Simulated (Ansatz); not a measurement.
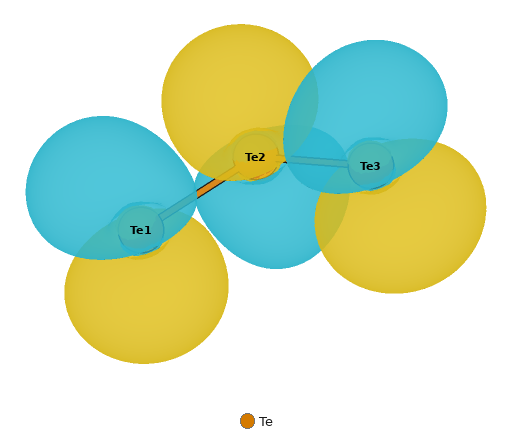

Te3 (charge −2). The HOMO at ±0.04 Å⁻³ᐟ² (yellow and cyan are the two phases), seen at an oblique angle.

Geometry: B3LYP-D4/def2-SVPD; core potentials replace the inner electrons of Te; the highest occupied orbital lies above zero, a sign that basis and functional describe the outermost electron poorly.

Method: RKS PBE0-D4/def2-TZVPD (Ansatz 0.2.0).

Input

```
crystal:
  periodic: [false, false, false]
  atoms:
    - {symbol: Te, position_ang: [-1.983873, -1.179629, -0.778965]}
    - {symbol: Te, position_ang: [0.319802, -0.599292, 0.759876]}
    - {symbol: Te, position_ang: [1.664071, 1.778921, 0.019079]}
basis:
  gaussian: {orbitals: def2-TZVPD, initial_orbitals: start.molden}
total_charge: -2
hamiltonian: {xc: pbe0, dispersion: d4}
scf: {omitted_lower_state_checks: [starts]}
output: {orbitals: {seedname: orbitals}}
```

Launched as:

```sh
ansatz run in.yaml --threads 4 --pin off --events-out ev --progress --plain --max-ram 3916MiB
```

What is the character of this orbital?

Its weight (Hirshfeld) is mainly on Te2 (about 35 %), Te1 (about 30 %) and Te3 (about 30 %); it changes sign across the molecular plane (π type); π-antibonding (a node) across Te1–Te2 and Te2–Te3. Its energy is 2.89 eV.
